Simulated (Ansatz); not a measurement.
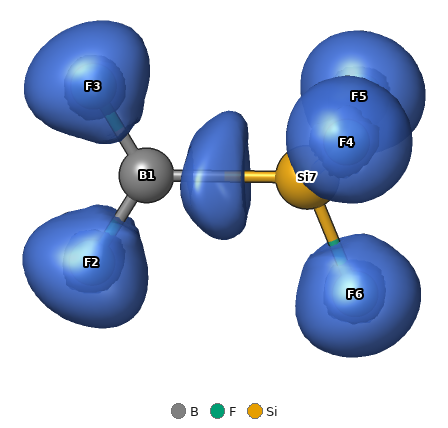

BF₅Si. Isosurface of the electron localisation function at 0.75 (blue), seen at a tilt. Core shells and regions of very low density are left out.

Geometry: PBE0-D4/def2-SVP.

Level of theory: isolated molecule in a Gaussian basis; Kohn-Sham density functional theory, functional PBE0 (Ansatz).

```xyz
7

B    -0.7918    0.0515   -1.3649
F    -1.8452   -0.2187   -2.0988
F     0.1589    0.7853   -1.8947
F    -0.5162    0.5824    1.5671
F     0.6956   -1.5317    0.6941
F    -1.8800   -1.5292    0.9500
Si   -0.6216   -0.6327    0.5259
```

**What do the ELF domains correspond to?**

The surface consists of one region between bonded B–Si atoms (shared pairs), two regions on F in which the atom's valence shell and bonds are merged and three regions wrapped around F (its lone pairs, merged into a ring or cap).

Values along the shortest contacts:
B–F (1.31 Å): the ELF peaks at about 0.85 between the atoms (a shared but strongly polarised pair). Si–F (1.60 Å): the ELF peaks at about 0.85 in the valence shell of F, 0.6 Å from its nucleus, and is about 0.50 at the midpoint.
